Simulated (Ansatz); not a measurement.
```yaml
atoms:
  - { symbol: F, position_ang: [-0.3955, -2.1772, 0.7210] }
  - { symbol: Al, position_ang: [0.7389, -1.1948, 0.0315] }
  - { symbol: F, position_ang: [1.9985, -0.7015, 0.9791] }
  - { symbol: F, position_ang: [1.0266, -1.3787, -1.5843] }
  - { symbol: P, position_ang: [-0.5622, 0.9293, -0.0371] }
  - { symbol: H, position_ang: [-1.0220, 1.4570, 1.1831] }
  - { symbol: H, position_ang: [-1.7595, 0.9416, -0.7754] }
  - { symbol: H, position_ang: [0.0674, 2.0671, -0.5736] }
```

Geometry: PBE0-D4/def2-TZVP.

Level of theory: Ansatz, RKS PBE0-D4/def2-TZVPP.

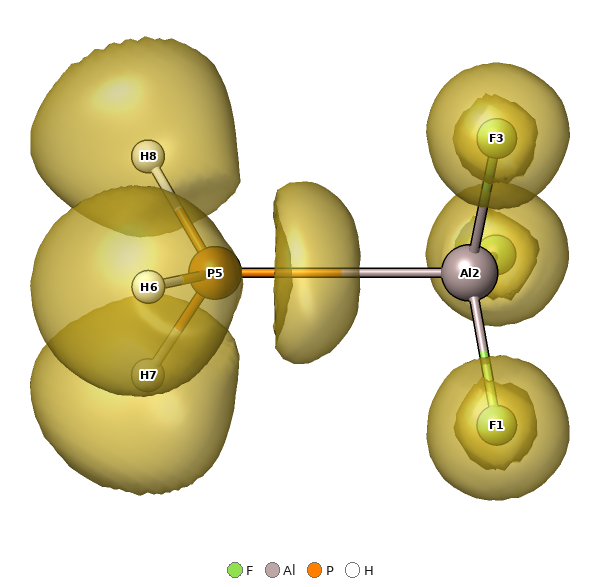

AlF₃H₃P (SMILES [F][Al-]([F])([F])[PH3+]). Isosurface of the electron localisation function at 0.8 (yellow), seen across its widest extent. Core shells and regions of very low density are left out.

Where are the electrons localised?

Answer. At this value the surface marks out one region between bonded Al–P atoms (shared pairs), three regions around hydrogen nuclei and three regions wrapped around F (the valence shell of each).

Values along the shortest contacts:
Al–F (1.65 Å): the ELF peaks at about 0.85 in the valence shell of F, 0.6 Å from its nucleus, and is about 0.40 at the midpoint. Al–P (2.49 Å): the ELF peaks at about 1 between the atoms; a shared electron pair.
